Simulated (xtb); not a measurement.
# Geometry relaxation, with input and output: C₂H₇Si₂ (part 3 of 3)

The same run, continued: C₂H₇Si₂, multiplicity 2; GFN1-xTB (xtb 6.7.1). 

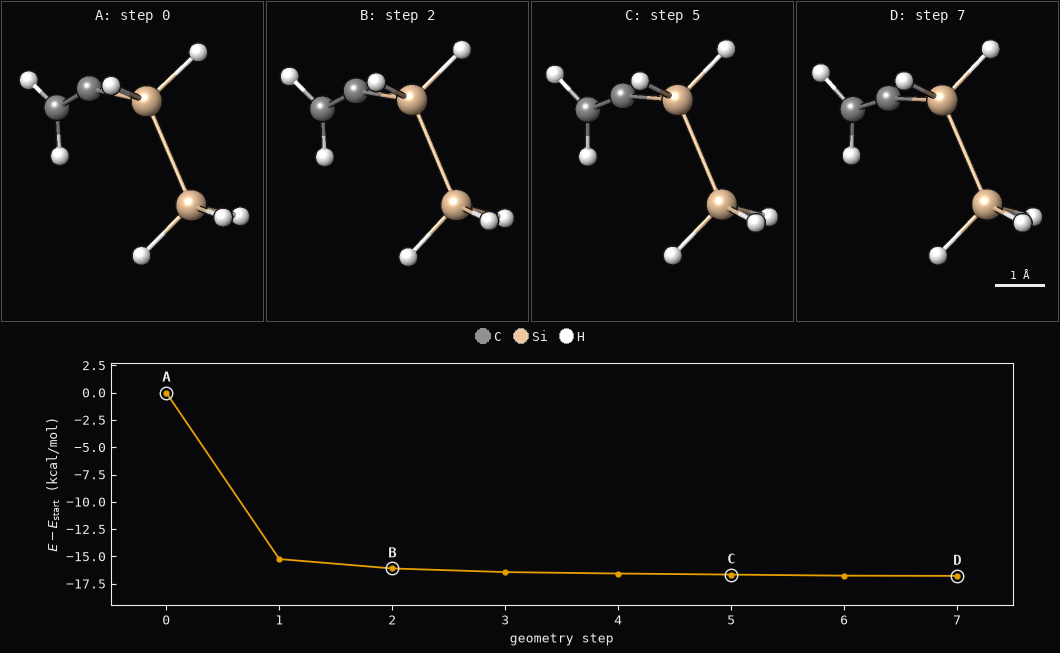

*Frames of the relaxation (ball-and-stick view, seen at a tilt) above the curves, on which the letters mark them (steps are counted from 0).*

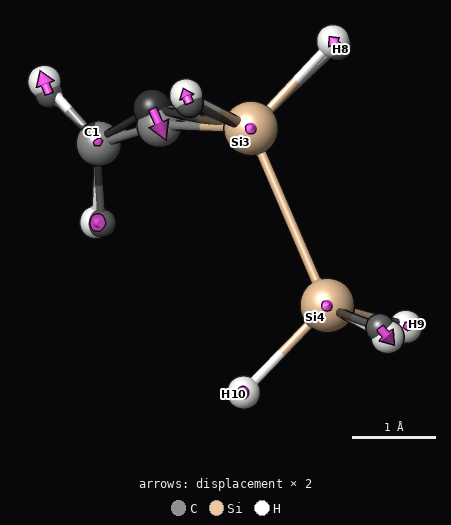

*Start (faint) and end (solid) with the displacements as pink arrows, magnified 2 times (ball-and-stick view, seen at a tilt). The two geometries are laid on each other by the best rigid fit.*

The atom that moves furthest after the best rigid fit is C2 (0.22 Å). Largest moves by element: C 0.22 Å, H 0.16 Å, Si 0.06 Å. Among the contacts that change: C1–H6 0.922 → 1.088 Å, C2–Si3 1.823 → 1.800 Å, Si3–H7 1.471 → 1.460 Å, C1–C2 1.295 → 1.306 Å. Among the angles that change: C1–C2–Si3 153.0° → 168.3°, C2–Si3–Si4 115.4° → 108.0°, Si3–Si4–H11 112.5° → 118.8°. Over 7 geometry steps the energy falls by 16.8 kcal/mol. (Atoms are counted from 1 in the order of the input.)

The run was set up as follows.

The input (mol.sdf):
```

     RDKit          3D

 11 10  0  0  0  0  0  0  0  0999 V2000
   -1.0636    2.3314   -0.3329 C   0  0  0  0  0  3  0  0  0  0  0  0
   -0.0216    1.6232   -0.6336 C   0  0  0  0  0  2  0  0  0  0  0  0
    0.9728    0.0965   -0.5877 Si  0  0  0  0  0  4  0  0  0  0  0  0
    0.0526   -1.6575    0.6392 Si  0  0  0  0  0  4  0  0  0  0  0  0
   -1.9029    1.9735    0.2626 H   0  0  0  0  0  0  0  0  0  0  0  0
   -1.1605    3.2029   -0.6181 H   0  0  0  0  0  0  0  0  0  0  0  0
    2.2804    0.4769   -0.0317 H   0  0  0  0  0  0  0  0  0  0  0  0
    1.1737   -0.3054   -1.9882 H   0  0  0  0  0  0  0  0  0  0  0  0
   -1.0619   -2.2915   -0.0700 H   0  0  0  0  0  0  0  0  0  0  0  0
   -0.4689   -1.1987    1.9291 H   0  0  0  0  0  0  0  0  0  0  0  0
    1.0289   -2.7131    0.9279 H   0  0  0  0  0  0  0  0  0  0  0  0
  2  1  1  0
  3  2  1  0
  4  3  1  0
  5  1  1  0
  6  1  1  0
  7  3  1  0
  8  3  1  0
  9  4  1  0
 10  4  1  0
 11  4  1  0
M  RAD  2   1   2   2   3
M  END
$$$$
```

File xcontrol:
```
$opt
   maxdispl=0.3
$scc
   broydamp=1.0
$end
```

Command:
```bash
xtb -o sloppy --dipole -u 1 --gfn 1 --input xcontrol -P 1 -- mol.sdf > out.txt 2> xtb.err
```

Key numbers:

- outcome: converged
- electrons treated: 23
- total energy: −11.598510 hartree
- dispersion energy: −0.003784 hartree
- basis functions: 42
- dipole moment: 0.95 D
- hardware: 1 thread of AMD EPYC (Zen 3), 192 GiB of memory available, shared host
- peak memory: 0.069 GiB

Remarks:

Settings chosen away from the usual ones: method = gfn1-xtb; task = optimise; x = {"max_displacement": 0.3, "broyden_damping": 1.0}; geo = {"stretch": [5, 0, 0.85]}; partner = stretched; opt_level = sloppy.
